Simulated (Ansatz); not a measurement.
**AlFH3NO···H2: density, localisation and related maps**

```json
{"atom": "Al", "x (Å)": "0.1744", "y (Å)": "0.6929", "z (Å)": "-0.3703"}
{"atom": "H", "x (Å)": "-0.2511", "y (Å)": "-0.4526", "z (Å)": "2.4641"}
{"atom": "O", "x (Å)": "1.6600", "y (Å)": "-0.0925", "z (Å)": "-0.6458"}
{"atom": "H", "x (Å)": "1.6797", "y (Å)": "-0.9673", "z (Å)": "-1.0434"}
{"atom": "F", "x (Å)": "-1.2476", "y (Å)": "-0.0387", "z (Å)": "-0.7981"}
{"atom": "N", "x (Å)": "0.1568", "y (Å)": "2.3021", "z (Å)": "0.3492"}
{"atom": "H", "x (Å)": "0.9902", "y (Å)": "2.8140", "z (Å)": "0.5994"}
{"atom": "H", "x (Å)": "-0.6727", "y (Å)": "2.8552", "z (Å)": "0.5048"}
{"atom": "H", "x (Å)": "-0.1757", "y (Å)": "0.2800", "z (Å)": "2.3430"}
```

Level of theory: Ansatz 0.2.0, RKS PBE0/6-31G*.

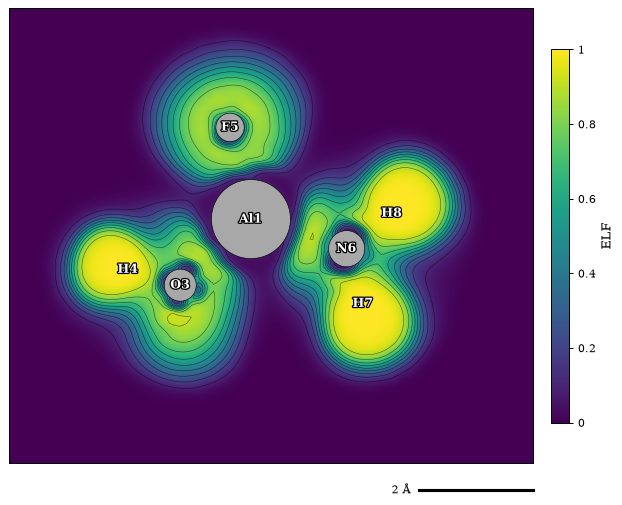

Figure 1. Electron localisation function on the plane of atoms Al1, O3 and H4. Grey discs cover the atomic cores.

**What do the fields say about this system?**

The section cuts through Al, O, H, F and N sites.
Al–F (1.66 Å): the ELF peaks at about 0.85 in the valence shell of F, 0.6 Å from its nucleus, and is about 0.35 at the midpoint.
Al–O (1.70 Å): the ELF peaks at about 0.85 in the valence shell of O, 0.6 Å from its nucleus, and is about 0.45 at the midpoint.
Al–N (1.76 Å): the ELF peaks at about 0.90 in the valence shell of N, 0.6 Å from its nucleus, and is about 0.60 at the midpoint.
O–H (0.96 Å): the ELF climbs to about 1 towards the hydrogen, as it does in any bond to H (an ordinary covalent bond to hydrogen).
N–H (1.01 Å): the ELF climbs to about 1 towards the hydrogen; a covalent bond by its length.
The ELF also peaks beside O3 and F5, away from the bonds: lone-pair regions.

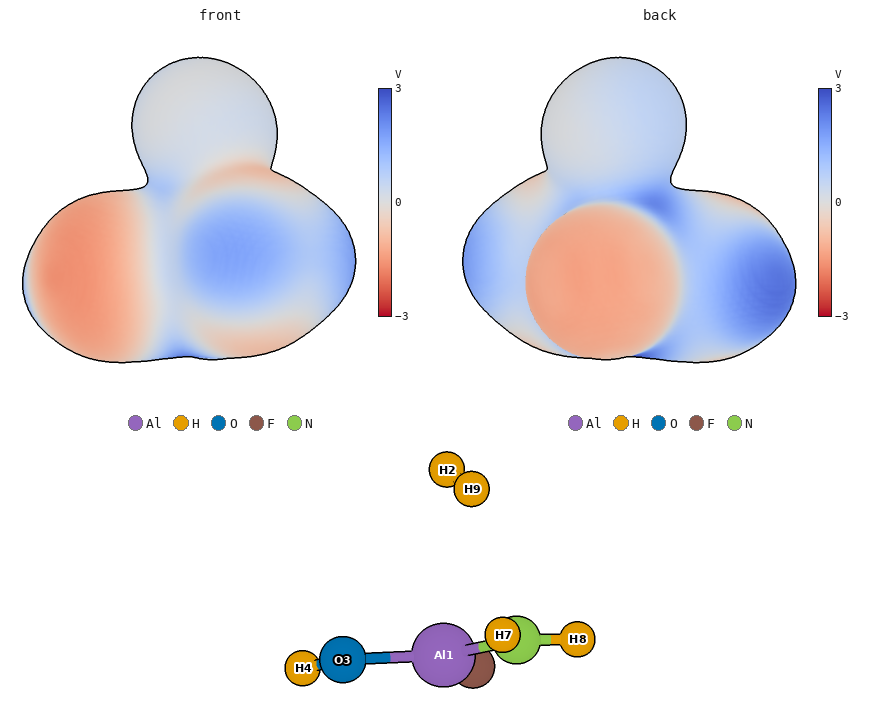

Figure 2. The electrostatic potential painted on the density surface at 0.002 e/bohr³, seen from the front and from behind; the colour scale runs from red (negative) to blue (positive). The bare structure is drawn below in the same view.

**Which sites attract a positive test charge, and which a negative one?**

A positive charge is drawn to the negative regions and a negative charge to the positive ones. The most negative region (about −1.6 V, or −37 kcal/mol for a unit charge) lies over O3, the most positive (about +2.7 V, or +62 kcal/mol for a unit charge) over Al1. O3 is the likeliest acceptor of a hydrogen bond.

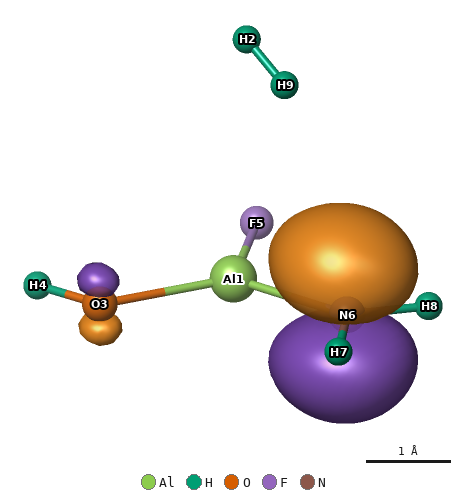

Figure 3. The HOMO at ±0.2 Å⁻³ᐟ² (orange and purple are the two phases), seen at a tilt.

**Describe this orbital and give its energy.**

By Hirshfeld shares it lies mainly on N6 (about 75 %); largely a lone pair of N6. Its energy is −7.24 eV.
